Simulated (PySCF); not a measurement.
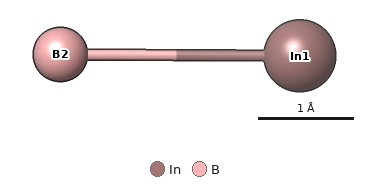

*The input geometry (ball-and-stick view, seen on its broad side; atoms are numbered from 1 in the order of the input). Sticks mark near contacts.*

**Run report: InB, single-point calculation**

InB, multiplicity 3, computed with UKS-pw6b95/sbkjc (PySCF 2.14.0).

**The program's output**
```
PySCF version 2.14.0

[INPUT] verbose = 4
[INPUT] num. atoms = 2
[INPUT] num. electrons = 24
[INPUT] charge = 0
[INPUT] spin (= nelec alpha-beta = 2S) = 2
[INPUT] symmetry False subgroup None
[INPUT] Mole.unit = angstrom
[INPUT] Symbol           X                Y                Z      unit          X                Y                Z       unit  Magmom
[INPUT]  1 In     0.000000000000   0.000000000000   0.000000000000 AA    0.000000000000   0.000000000000   0.000000000000 Bohr   0.0
[INPUT]  2 B      0.000000000000   0.000000000000   2.536000000000 AA    0.000000000000   0.000000000000   4.792345451897 Bohr   0.0

nuclear repulsion = 13.1459638359464
number of shells = 15
number of NR pGTOs = 73
number of NR cGTOs = 39
basis = sbkjc
ecp = {'In': 'sbkjc', 'B': 'sbkjc'}

******** <class 'pyscf.dft.uks.UKS'> ********
method = UKS
initial guess = minao
damping factor = 0
level_shift factor = 0
DIIS = <class 'pyscf.scf.diis.CDIIS'>
diis_start_cycle = 1
diis_space = 8
diis_damp = 0
SCF conv_tol = 1e-09
SCF conv_tol_grad = None
SCF max_cycles = 50
direct_scf = True
direct_scf_tol = 1e-13
number electrons alpha = 13  beta = 11
XC library pyscf.dft.libxc version 7.0.0
    S. Lehtola, C. Steigemann, M. J.T. Oliveira, and M. A.L. Marques.,  SoftwareX 7, 1–5 (2018)
XC functionals = pw6b95
    Y. Zhao and D. G. Truhlar.,  J. Phys. Chem. A 109, 5656 (2005)
radial grids:
    Treutler-Ahlrichs [JCP 102, 346 (1995); DOI:10.1063/1.469408] (M4) radial grids

becke partition: Becke, JCP 88, 2547 (1988); DOI:10.1063/1.454033
pruning grids: <function nwchem_prune>
grids dens level: 3
symmetrized grids: False
atomic radii adjust function: <function treutler_atomic_radii_adjust>
small_rho_cutoff = 0
Set gradient conv threshold to 3.16228e-05
tot grids = 35920
init E= -161.064745693013

WARN: alpha nocc = 13  HOMO 0.135289590779095 >= LUMO 0.135292706570236

  beta  nocc = 11  HOMO = 0.0140935096055087  LUMO = 0.049021211217537

WARN: HOMO 0.135289590779095 >= LUMO 0.049021211217537

cycle= 1 E= -161.9049336932  delta_E= -0.84  |g|= 7.19  |ddm|= 7.85
  alpha nocc = 13  HOMO = -2.55100668086238  LUMO = -1.71301923389321

WARN: beta  nocc = 11  HOMO -2.52544306727537 >= LUMO -2.52544306727537

WARN: HOMO -2.52544306727537 >= LUMO -2.52544306727537

cycle= 2 E= -175.582395184487  delta_E= -13.7  |g|= 6.57  |ddm|= 11.5
  alpha nocc = 13  HOMO = -0.42074063642682  LUMO = -0.272226339621065
  beta  nocc = 11  HOMO = -0.46513410701556  LUMO = -0.390208772398362
  HOMO = -0.420740636427  LUMO = -0.390208772398  gap/eV = 0.83081
cycle= 3 E= -189.969352979295  delta_E= -14.4  |g|= 1.94  |ddm|= 8.11
  alpha nocc = 13  HOMO = -0.248352457234784  LUMO = -0.184004737275121
  beta  nocc = 11  HOMO = -0.299576725071355  LUMO = -0.258180828015957

WARN: HOMO -0.248352457234784 >= LUMO -0.258180828015957

cycle= 4 E= -191.005848286692  delta_E= -1.04  |g|= 0.83  |ddm|= 3.34
  alpha nocc = 13  HOMO = -0.190555123268776  LUMO = 0.0287150464294239
  beta  nocc = 11  HOMO = -0.187946937851079  LUMO = -0.153828435825373
  HOMO = -0.187946937851  LUMO = -0.153828435825  gap/eV = 0.92841
cycle= 5 E= -190.301460184728  delta_E= 0.704  |g|= 0.965  |ddm|= 2.33
  alpha nocc = 13  HOMO = -0.146473923526446  LUMO = -0.0751544983614927
  beta  nocc = 11  HOMO = -0.244485303330348  LUMO = -0.10163710915994
  HOMO = -0.146473923526  LUMO = -0.10163710916  gap/eV = 1.22007
cycle= 6 E= -191.822702031709  delta_E= -1.52  |g|= 0.241  |ddm|= 1.56
  alpha nocc = 13  HOMO = -0.17280123525567  LUMO = -0.0741358228991005
  beta  nocc = 11  HOMO = -0.290527336083744  LUMO = -0.10358718503984
  HOMO = -0.172801235256  LUMO = -0.10358718504  gap/eV = 1.88341
cycle= 7 E= -191.87348019831  delta_E= -0.0508  |g|= 0.0336  |ddm|= 0.331
  alpha nocc = 13  HOMO = -0.175514881074424  LUMO = -0.0764673613025312
  beta  nocc = 11  HOMO = -0.287791158471697  LUMO = -0.0927618508038135
  HOMO = -0.175514881074  LUMO = -0.0927618508038  gap/eV = 2.25182
cycle= 8 E= -191.874915940758  delta_E= -0.00144  |g|= 0.0122  |ddm|= 0.0915
  alpha nocc = 13  HOMO = -0.173332524582454  LUMO = -0.0726695085852287
  beta  nocc = 11  HOMO = -0.283968463411155  LUMO = -0.0895396397904946
  HOMO = -0.173332524582  LUMO = -0.0895396397905  gap/eV = 2.28012
cycle= 9 E= -191.875163559022  delta_E= -0.000248  |g|= 0.0123  |ddm|= 0.0513
  alpha nocc = 13  HOMO = -0.172869601680082  LUMO = -0.073311512355035
  beta  nocc = 11  HOMO = -0.284154344464847  LUMO = -0.0890045262941941
  HOMO = -0.17286960168  LUMO = -0.0890045262942  gap/eV = 2.28208
cycle= 10 E= -191.875335398046  delta_E= -0.000172  |g|= 0.00428  |ddm|= 0.0156
  alpha nocc = 13  HOMO = -0.172448783821236  LUMO = -0.0732669987349436
  beta  nocc = 11  HOMO = -0.283118697311158  LUMO = -0.0875970807231896
  HOMO = -0.172448783821  LUMO = -0.0875970807232  gap/eV = 2.30893
cycle= 11 E= -191.875380208709  delta_E= -4.48e-05  |g|= 0.00101  |ddm|= 0.0152
  alpha nocc = 13  HOMO = -0.172454086772347  LUMO = -0.0733496698300342
  beta  nocc = 11  HOMO = -0.282975827878325  LUMO = -0.0873740402939402
  HOMO = -0.172454086772  LUMO = -0.0873740402939  gap/eV = 2.31515
cycle= 12 E= -191.875386755433  delta_E= -6.55e-06  |g|= 0.000677  |ddm|= 0.00532
  alpha nocc = 13  HOMO = -0.172462928246677  LUMO = -0.0732940887948062
  beta  nocc = 11  HOMO = -0.282790952598505  LUMO = -0.0870465621994221
  HOMO = -0.172462928247  LUMO = -0.0870465621994  gap/eV = 2.32430
cycle= 13 E= -191.875390682858  delta_E= -3.93e-06  |g|= 9.52e-05  |ddm|= 0.00716
  alpha nocc = 13  HOMO = -0.172454635129672  LUMO = -0.0732806488399815
  beta  nocc = 11  HOMO = -0.282772881160293  LUMO = -0.0869718836155444
  HOMO = -0.17245463513  LUMO = -0.0869718836155  gap/eV = 2.32610
cycle= 14 E= -191.875390714762  delta_E= -3.19e-08  |g|= 1.71e-05  |ddm|= 0.000663
  alpha nocc = 13  HOMO = -0.172456331427807  LUMO = -0.0732838300666182
  beta  nocc = 11  HOMO = -0.28277835341929  LUMO = -0.0869770589332903
  HOMO = -0.172456331428  LUMO = -0.0869770589333  gap/eV = 2.32601
cycle= 15 E= -191.875390715205  delta_E= -4.44e-10  |g|= 3.14e-06  |ddm|= 6.36e-05
  alpha nocc = 13  HOMO = -0.172455965387832  LUMO = -0.0732841531200336
  beta  nocc = 11  HOMO = -0.282777723474601  LUMO = -0.0869768920813137
  HOMO = -0.172455965388  LUMO = -0.0869768920813  gap/eV = 2.32600
```

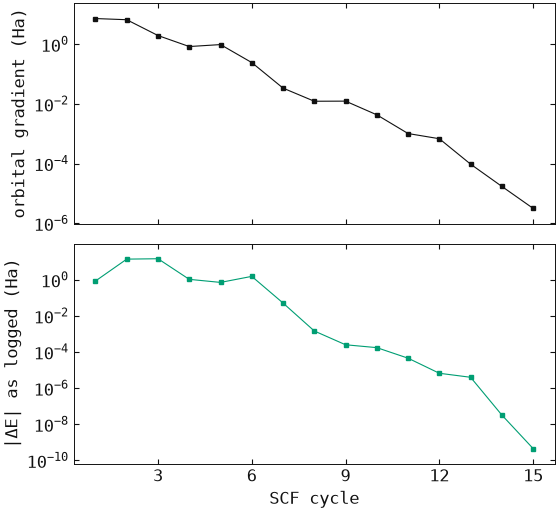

*Convergence of the self-consistent field: orbital gradient and size of the energy change against the SCF cycle.*

The residual falls almost steadily, with no more than small rises.

```
Extra cycle  E= -191.87539071523  delta_E= -2.44e-11  |g|= 3.19e-06  |ddm|= 1.51e-05
converged SCF energy = -191.87539071523  <S^2> = 2.0164897  2S+1 = 3.010973
Dipole moment(X, Y, Z, Debye):  0.00000,  0.00000, -3.16122
orbital energies (hartree): [array([-0.3174, -0.1725, -0.1725, -0.11  , -0.0461, -0.0461]), array([-0.7968, -0.3871, -0.2828, -0.087 , -0.0733, -0.0733])]
```

This output came from the following input.

**Input**
```python
from pyscf import gto, dft

mol = gto.M(
    atom='In 0 0 0; B 0 0 2.536',
    basis='sbkjc',
    ecp={'In': 'sbkjc', 'B': 'sbkjc'},
    charge=0,
    spin=2,
    verbose=4,
)
mf = dft.UKS(mol, xc='pw6b95')
mf.kernel()
mf.dip_moment()
print('orbital energies (hartree):', [e[max(0, n-3):n+3].round(4) for e, n in zip(mf.mo_energy, mol.nelec)])
```

Launch command:
```bash
OMP_NUM_THREADS=1 python input.py
```

**Key numbers**

| quantity | value |
| --- | --- |
| outcome | converged |
| SCF energy | −191.875391 hartree |
| ⟨S²⟩ | 2.016 |
| dipole moment | 3.16 D |
| hardware | 1 CPU thread, shared host |
| wall time | 7 s |
